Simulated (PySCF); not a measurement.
SMILES C[C]=NC(C)C (C₅H₁₀N), doublet, GFN2-xTB optimised geometry. Atoms within 1.6 Å of the plane z = 0.0 Å (x, y, z in Å): C1 (-2.47, 0.02, -0.64), C2 (-1.00, 0.11, -0.56), N3 (-0.17, -0.44, -1.29), C4 (1.26, -0.36, -1.24), C5 (1.79, 0.37, 0.00), H7 (-2.85, -0.37, 0.30), H8 (-2.81, -0.62, -1.46), H9 (-2.88, 1.02, -0.77), H10 (1.62, -1.40, -1.23), H11 (1.43, 1.40, 0.00), H12 (1.43, -0.12, 0.90), H13 (2.88, 0.37, 0.00).

Method: unrestricted PBE0/def2-TZVP (PySCF). Cells within 0.4 Å of a nucleus heavier than hydrogen are left out (blank, or x).

Map of the spin density (e/bohr³) on the plane z = 0.0 Å:

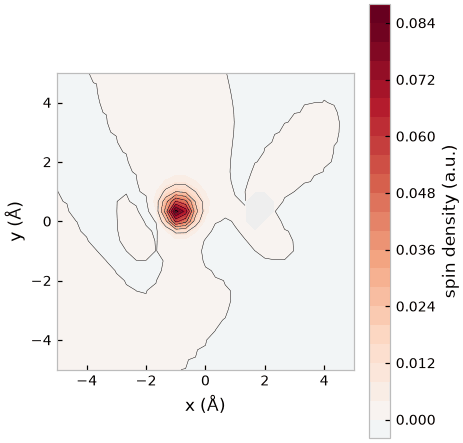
Spin density (e/bohr³) on the plane z = 0.0 Å.
